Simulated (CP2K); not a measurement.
# PM3 run of SiHOF (SMILES O[Si]F)

Aim: the vertical ionisation energy of SiHOF at PM3, from 2 runs. 

The calculation is run with CP2K 2026.2.

## (1) The system as given

SiHOF: 4 atoms, total charge 0, spin state singlet. As SMILES, `O[Si]F`. The coordinates come from a GFN2-xTB relaxation.

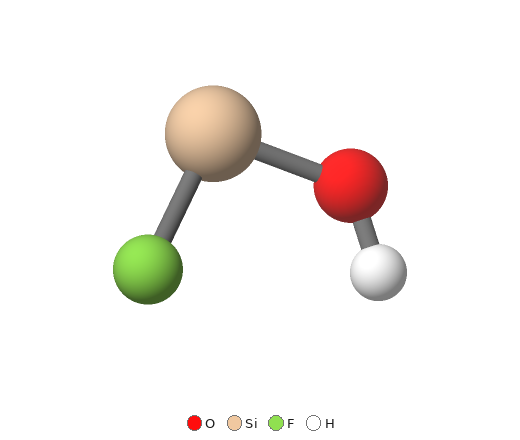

The structure, seen from a chosen angle (oxygen red, silicon light orange, fluorine green, hydrogen white).

## (2) Energy and gradient at PM3

Contents of molecule.inp:

```
&GLOBAL
  PROJECT_NAME molecule
  RUN_TYPE ENERGY_FORCE
  PRINT_LEVEL MEDIUM
&END GLOBAL
&FORCE_EVAL
  METHOD Quickstep
  &DFT
    CHARGE 0
    MULTIPLICITY 1
    &QS
      METHOD PM3
      EPS_DEFAULT 1.0E-10
      &SE
        &COULOMB
          CUTOFF [angstrom] 50
          RC_RANGE [angstrom] 0
        &END COULOMB
        &EXCHANGE
          CUTOFF [angstrom] 50
          RC_RANGE [angstrom] 0
        &END EXCHANGE
      &END SE
    &END QS
    # isolated system
    &POISSON
      PERIODIC NONE
      POISSON_SOLVER ANALYTIC
    &END POISSON
    # self-consistent field
    &SCF
      SCF_GUESS ATOMIC
      EPS_SCF 1.0E-07
      MAX_SCF 150
      ADDED_MOS 4
      &DIAGONALIZATION
        ALGORITHM STANDARD
      &END DIAGONALIZATION
      &MIXING
        METHOD DIRECT_P_MIXING
        ALPHA 0.4
      &END MIXING
    &END SCF
    # extra output
    &PRINT
      &MOMENTS
        PERIODIC F
        REFERENCE COM
        MAX_MOMENT 1
      &END MOMENTS
      &MO ON
        ENERGIES T
        OCCUPATION_NUMBERS T
        NDIGITS 6
        &EACH
          QS_SCF 0
        &END EACH
        ADD_LAST NUMERIC
      &END MO
      &HIRSHFELD OFF
      &END HIRSHFELD
    &END PRINT
  &END DFT
  &SUBSYS
    # box in angstrom
    &CELL
      ABC [angstrom] 13.5 14 14.1
      PERIODIC NONE
    &END CELL
    &COORD
      SCALED T
      O    0.44769963   0.56964964   0.48900780
      Si   0.50923815   0.52267893   0.57469574
      F    0.55613815   0.43035036   0.51773262
      H    0.44386185   0.54568321   0.42530426
    &END COORD
  &END SUBSYS
  &PRINT
    &FORCES ON
    &END FORCES
  &END PRINT
&END FORCE_EVAL
```

Run with:

```sh
OMP_NUM_THREADS=1 cp2k.psmp -i molecule.inp > molecule.out 2>&1
```

What it wrote:

```text
CP2K| version string:                                       CP2K version 2026.2
[...]
 GLOBAL| Method name                                                        CP2K
[...]
 GLOBAL| Run type                                                   ENERGY_FORCE
[...]
                             - Atoms:                                          4
[...]
                             - Spherical basis functions:                     13
[...]
 Number of electrons:                                                         18
[...]
     1 P_Mix/Diag. 0.40E+00    0.0     0.77399157       -27.6701177392 -2.77E+01
[...]
    16 DIIS/Diag.  0.65E-07    0.0     0.00000007       -30.2908340016 -7.25E-13
  *** SCF run converged in    16 steps ***
  Core-core repulsion energy [eV]:                            648.51049758412580
  Core Hamiltonian energy [eV]:                             -1412.68180613792811
  Two-electron integral energy [eV]:                         -120.16840559743363
  Electronic energy [eV]:                                   -1472.76600893664477
  Total energy [eV]:                                         -824.25551135251919
  Atomic reference energy [eV]:                               818.08237211012818
  Heat of formation [kcal/mol]:                              -142.35598405096735
[...]
 SE_DIPOLE| Moment [Debye]          0.41579024       0.15412867       1.66302228
 SE_DIPOLE| Derivative [a.u.]       0.00000000       0.00000000       0.00000000
 ENERGY| Total FORCE_EVAL ( QS ) energy [hartree]            -30.290834001590994
 FORCES| Atomic forces [hartree/bohr]
 FORCES|   Atom     x               y               z               |f|
 FORCES|      1 -9.12798675E-03 -9.36924223E-04 -3.11807367E-02   3.25028662E-02
 FORCES|      2  2.59375345E-02 -3.78753655E-02 -8.04637431E-06   4.59053273E-02
 FORCES|      3 -1.48235060E-02  3.03453389E-02  1.89614050E-02   3.87312639E-02
 FORCES|      4 -1.98604177E-03  8.46695087E-03  1.22273780E-02   1.50047457E-02
 FORCES| Sum    -9.71445147E-17  1.31838984E-16 -8.32667268E-17
 FORCES| Total atomic force                                       1.83716962E-16
[...]
```

It took 0.3 s on 1 thread of Arm Neoverse V1, shared host.

## (3) The doublet cation at the same level

Contents of job.inp:

```
&GLOBAL
  PROJECT_NAME job
  RUN_TYPE ENERGY_FORCE
  PRINT_LEVEL MEDIUM
&END GLOBAL

&FORCE_EVAL
  METHOD QUICKSTEP
  &DFT
    CHARGE 1
    MULTIPLICITY 2
    UKS T
    &QS
      METHOD PM3
      EPS_DEFAULT 1.0E-10
      &SE
        &COULOMB
          CUTOFF [angstrom] 50
          RC_RANGE [angstrom] 0
        &END COULOMB
        &EXCHANGE
          CUTOFF [angstrom] 50
          RC_RANGE [angstrom] 0
        &END EXCHANGE
      &END SE
    &END QS
    &POISSON
      PERIODIC NONE
      POISSON_SOLVER ANALYTIC
    &END POISSON
    &SCF
      SCF_GUESS ATOMIC
      EPS_SCF 1.0E-07
      MAX_SCF 150
      ADDED_MOS 4
      &DIAGONALIZATION
        ALGORITHM STANDARD
      &END DIAGONALIZATION
      &MIXING
        METHOD DIRECT_P_MIXING
        ALPHA 0.4
      &END MIXING
    &END SCF
    &PRINT
      &MOMENTS
        PERIODIC F
        REFERENCE COM
        MAX_MOMENT 1
      &END MOMENTS
      &MO ON
        ENERGIES T
        OCCUPATION_NUMBERS T
        NDIGITS 6
        &EACH
          QS_SCF 0
        &END EACH
        ADD_LAST NUMERIC
      &END MO
      &HIRSHFELD OFF
      &END HIRSHFELD
    &END PRINT
  &END DFT
  &SUBSYS
    &CELL
      ABC [angstrom] 13.5 14 14.1
      PERIODIC NONE
    &END CELL
    &COORD
      SCALED T
      O    0.44769963   0.56964964   0.48900780
      Si   0.50923815   0.52267893   0.57469574
      F    0.55613815   0.43035036   0.51773262
      H    0.44386185   0.54568321   0.42530426
    &END COORD
  &END SUBSYS
  &PRINT
    &FORCES ON
    &END FORCES
  &END PRINT
&END FORCE_EVAL
```

Run with:

```sh
OMP_NUM_THREADS=1 cp2k.psmp job.inp > job.out
```

What it wrote:

```text
CP2K| version string:                                       CP2K version 2026.2
[...]
 GLOBAL| Method name                                                        CP2K
[...]
 GLOBAL| Run type                                                   ENERGY_FORCE
[...]
                             - Atoms:                                          4
[...]
                             - Spherical basis functions:                     13
[...]
 Number of electrons:                                                          9
[...]
     1 P_Mix/Diag. 0.40E+00    0.0     0.48310851       -27.0954161417 -2.71E+01
[...]
    23 DIIS/Diag.  0.70E-07    0.0     0.00000006       -29.9816560596 -2.24E-13
  *** SCF run converged in    23 steps ***
  Core-core repulsion energy [eV]:                            648.51049758412580
  Core Hamiltonian energy [eV]:                             -1382.99582171800625
  Two-electron integral energy [eV]:                         -162.71405511851626
  Electronic energy [eV]:                                   -1464.35284927726457
  Total energy [eV]:                                         -815.84235169313877
  Atomic reference energy [eV]:                               818.08237211012818
  Heat of formation [kcal/mol]:                                51.65610206311860
[...]
 SE_DIPOLE| Moment [Debye]          0.13398526      -1.38714154      -2.59070192
 SE_DIPOLE| Derivative [a.u.]       0.00000000       0.00000000       0.00000000
 ENERGY| Total FORCE_EVAL ( QS ) energy [hartree]            -29.981656059604337
 FORCES| Atomic forces [hartree/bohr]
 FORCES|   Atom     x               y               z               |f|
 FORCES|      1 -2.28509859E-03  3.43912116E-03  1.53870608E-04   4.13193733E-03
 FORCES|      2  2.16452906E-02 -5.69376901E-02 -5.52012395E-02   8.22045984E-02
 FORCES|      3 -1.87323725E-02  4.78861667E-02  4.47575216E-02   6.81705397E-02
 FORCES|      4 -6.27819571E-04  5.61240229E-03  1.02898472E-02   1.17377243E-02
 FORCES| Sum     5.55111512E-17  2.98372438E-16  2.77555756E-17
 FORCES| Total atomic force                                       3.04758874E-16
[...]
```

Run time: 0.34 s. Hardware: 1 thread of Arm Neoverse V1, shared host.

## (4) Results

Level: PM3.

| quantity | value |
| --- | --- |
| singlet SiHOF: total energy | -30.29083 Eh |
| singlet SiHOF: dipole moment | 1.72 D |
| singlet SiHOF: HOMO energy | -8.50 eV |
| singlet SiHOF: LUMO energy | -0.98 eV |
| singlet SiHOF: HOMO–LUMO gap | 7.52 eV |
| singlet SiHOF: heat of formation at this unrelaxed shape | -142.4 kcal/mol |
| singlet SiHOF: largest force on an atom | 2.361 eV/Å |
| doublet cation: total energy | -29.98166 Eh |
| doublet cation: HOMO energy (highest over α and β) | -14.63 eV |
| doublet cation: LUMO energy (lowest over α and β) | -8.33 eV |
| doublet cation: heat of formation at this unrelaxed shape | 51.7 kcal/mol |
| doublet cation: largest force on an atom | 4.227 eV/Å |
| vertical ionisation energy (to the doublet cation) | 8.413 eV |

Removing an electron at fixed nuclei costs 8.41 eV (812 kJ/mol). The largest force (singlet SiHOF) is 2.36 eV/Å: the shape isn't a stationary point for this species at this level.
